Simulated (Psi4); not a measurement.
# U-wB97M-V/def2-QZVPD (density fitting, sweep point 6) run of BCl2O (SMILES [O]B(Cl)Cl)

Aim: the vertical ionisation energy of BCl2O at U-wB97M-V/def2-QZVPD (density fitting, sweep point 6), from 2 runs. Input form: a Python script.

Program for the calculation: Psi4 1.11.

## (1) The system as given

BCl2O: 4 atoms, total charge 0, spin state doublet. SMILES: `[O]B(Cl)Cl`. The shape is that of a PBE0-D4/def2-TZVP optimisation.

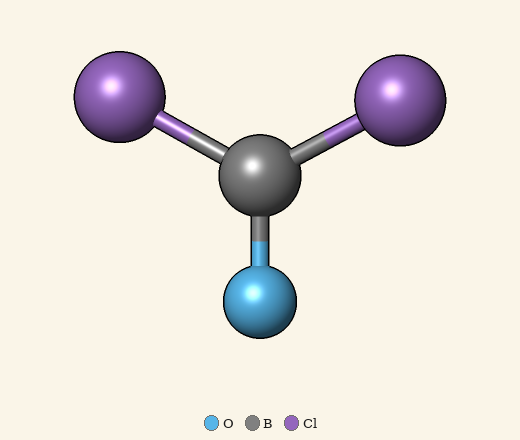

Viewed from a chosen angle; oxygen blue, boron grey, chlorine purple.

## (2) The energy at U-wB97M-V/def2-QZVPD (density fitting, sweep point 6)

calc.py

```python
import psi4

psi4.set_memory(1600000000)
psi4.set_num_threads(1)
psi4.set_output_file('output.dat', False)

molecule = psi4.geometry("""
0 2
O      0.159300    -1.173100    -0.780100
B      0.021500    -0.075700    -0.045700
Cl    -1.514200     0.187800     0.737800
Cl     1.388900     1.000900     0.067700
units angstrom
symmetry c1
""")

psi4.set_options({
    'basis': 'def2-QZVPD',
    'reference': 'uks',
    'puream': True,
    'scf_type': 'df',
    'dft_radial_points': 99,
    'dft_spherical_points': 590,
    'maxiter': 100,
})

energy_value, wavefunction = psi4.energy("wb97m-v", return_wfn=True)
print(f'total energy {energy_value:.8f} hartree = {energy_value * 27.211386:.5f} eV')
```

Command:

```sh
$ python calc.py
```

output.dat:

```text
[...]
  Running in c1 symmetry.
[...]
  Nuclear repulsion =  171.614520346409535
[...]
  Multiplicity = 2
[...]
  Nalpha       = 24
  Nbeta        = 23
[...]
    Number of basis functions: 287
[...]
   @DF-UKS iter   1: -1020.22136376152912   -2.27363e-01   2.87479e-03 DIIS/ADIIS
[...]
   @DF-UKS iter  12: -1020.55970975377159   -1.03745e-07   1.80977e-07 DIIS
[...]
   @S^2 Observed:                7.549015506E-01
[...]
    Orbital Energies [Eh]
    ---------------------
    Alpha Occupied:
       1A   -101.903469     2A   -101.903468     3A    -19.439875
       4A     -9.677495     5A     -9.677489     6A     -7.380510
       7A     -7.380509     8A     -7.375103     9A     -7.375102
      10A     -7.374769    11A     -7.374768    12A     -7.028494
      13A     -1.199458    14A     -1.001762    15A     -0.978828
      16A     -0.648864    17A     -0.617066    18A     -0.583354
      19A     -0.559087    20A     -0.498947    21A     -0.468267
      22A     -0.467436    23A     -0.452816    24A     -0.438064
    Alpha Virtual:
      25A      0.013658    26A      0.031996    27A      0.038161
[...]
  @DF-UKS Final Energy: -1020.55970975377159
   => Energetics <=
    Nuclear Repulsion Energy =            171.6145203464095346
    One-Electron Energy =               -1748.4256323326976599
    Two-Electron Energy =                 608.8732225102303346
    DFT Exchange-Correlation Energy =     -52.8157612933454246
    Empirical Dispersion Energy =           0.0000000000000000
    VV10 Nonlocal Energy =                  0.1939410156315448
    Total Energy =                      -1020.5597097537715854
[...]
 Multipole Moments:
 ------------------------------------------------------------------------------------
     Multipole            Electronic (a.u.)      Nuclear  (a.u.)        Total (a.u.)
 ------------------------------------------------------------------------------------
 L = 1.  Multiply by 2.5417464519 to convert [e a0] to [Debye]
 Dipole X            :         -0.0730706            0.0491758           -0.0238948
 Dipole Y            :          0.5818894           -0.3916392            0.1902502
 Dipole Z            :          0.3893941           -0.2620850            0.1273091
 Magnitude           :                                                    0.2301602
[...]
```

On the terminal:

```text
total energy -1020.55970975 hartree = -27770.84420 eV
```

Run time: 5.2 min. Hardware: 1 thread of Intel Xeon Platinum 8488C (Sapphire Rapids), shared host; peak memory 1.4 GiB.

## (3) The singlet cation

job.py

```python
import psi4

psi4.set_memory(1600000000)
psi4.set_num_threads(1)
psi4.set_output_file('run.log', False)

m = psi4.geometry("""
1 1
O      0.159300    -1.173100    -0.780100
B      0.021500    -0.075700    -0.045700
Cl    -1.514200     0.187800     0.737800
Cl     1.388900     1.000900     0.067700
symmetry c1
""")

psi4.set_options({
    'puream': True,
    'scf_type': 'df',
    'dft_radial_points': 99,
    'dft_spherical_points': 590,
})

e_tot, wfn = psi4.energy('wb97m-v/def2-QZVPD', return_wfn=True)
print(f'total energy {e_tot:.8f} hartree = {e_tot * 27.211386:.5f} eV')
```

Command:

```sh
$ python job.py
```

run.log:

```text
[...]
  Running in c1 symmetry.
[...]
  Nuclear repulsion =  171.614520346409535
[...]
  Multiplicity = 1
[...]
  Nalpha       = 23
  Nbeta        = 23
[...]
    Number of basis functions: 287
[...]
   @DF-RKS iter   1: -1019.72863717789301    2.65363e-01   2.82378e-03 ADIIS/DIIS
[...]
   @DF-RKS iter  11: -1020.07926647449574   -1.59795e-07   3.17894e-07 DIIS
[...]
    Orbital Energies [Eh]
    ---------------------
    Doubly Occupied:
       1A   -102.190207     2A   -102.190191     3A    -19.735868
       4A     -9.959998     5A     -9.959986     6A     -7.663313
       7A     -7.663301     8A     -7.658791     9A     -7.658779
      10A     -7.655783    11A     -7.655770    12A     -7.287359
      13A     -1.443201    14A     -1.258789    15A     -1.237311
      16A     -0.898055    17A     -0.834708    18A     -0.828228
      19A     -0.807469    20A     -0.717161    21A     -0.702754
      22A     -0.700959    23A     -0.700156
[...]
  @DF-RKS Final Energy: -1020.07926647449574
   => Energetics <=
    Nuclear Repulsion Energy =            171.6145203464095346
    One-Electron Energy =               -1735.6596462952213642
    Two-Electron Energy =                 596.3581187572855242
    DFT Exchange-Correlation Energy =     -52.5834890657477061
    Empirical Dispersion Energy =           0.0000000000000000
    VV10 Nonlocal Energy =                  0.1912297827782660
    Total Energy =                      -1020.0792664744957392
[...]
 Multipole Moments:
 ------------------------------------------------------------------------------------
     Multipole            Electronic (a.u.)      Nuclear  (a.u.)        Total (a.u.)
 ------------------------------------------------------------------------------------
 L = 1.  Multiply by 2.5417464519 to convert [e a0] to [Debye]
 Dipole X            :         -0.0773197            0.0491758           -0.0281438
 Dipole Y            :          0.6144597           -0.3916392            0.2228205
 Dipole Z            :          0.4112542           -0.2620850            0.1491692
 Magnitude           :                                                    0.2696154
[...]
```

The script printed:

```text
total energy -1020.07926647 hartree = -27757.77067 eV
```

Wall time 3.3 min (1 thread of Intel Xeon Platinum 8488C (Sapphire Rapids), shared host); peak memory 1.3 GiB.

## (4) Results

Level: U-wB97M-V/def2-QZVPD (density fitting, sweep point 6).

| quantity | value |
| --- | --- |
| doublet BCl2O: total energy | -1020.55971 Eh |
| doublet BCl2O: dipole moment | 0.59 D |
| doublet BCl2O: HOMO energy (highest over α and β) | -11.92 eV |
| doublet BCl2O: LUMO energy (lowest over α and β) | -3.32 eV |
| doublet BCl2O: ⟨S²⟩ | 0.755 |
| singlet cation: total energy | -1020.07927 Eh |
| singlet cation: HOMO energy | -19.05 eV |
| singlet cation: LUMO energy | -12.73 eV |
| singlet cation: HOMO–LUMO gap | 6.32 eV |
| vertical ionisation energy (to the singlet cation) | 13.074 eV |

**Reading.** The vertical ionisation energy comes to 13.07 eV (1261 kJ/mol). Only the singlet of the ionised species was computed; a triplet could lie lower.
